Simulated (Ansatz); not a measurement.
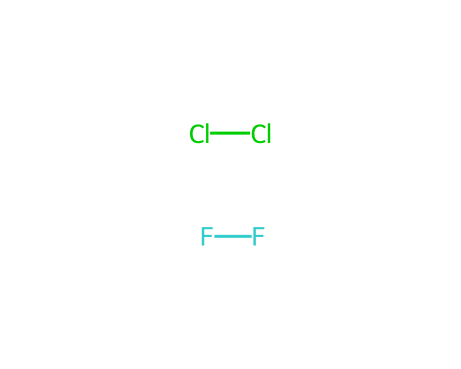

The drawing above gives the connectivity. Computed geometry: PBE0-D4/def2-TZVP optimisation. No frequency run is at hand to confirm it as a minimum.

Describe the 3D structure.

The species is Cl2F2. As SMILES it reads `ClCl.FF`. Judged by distances it falls into 2 fragments: F2, Cl2. This geometry has C2v symmetry.

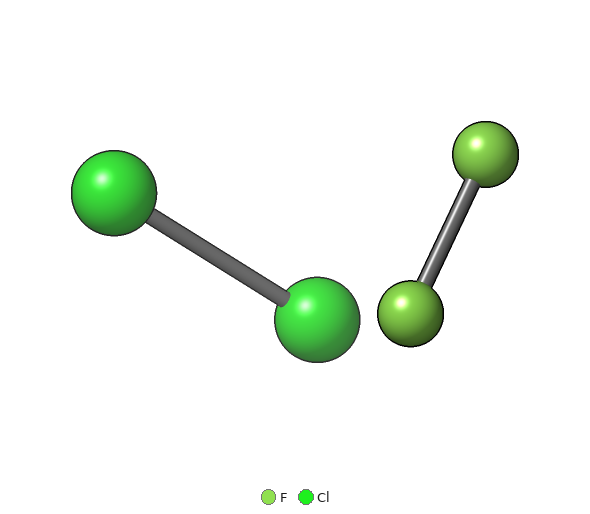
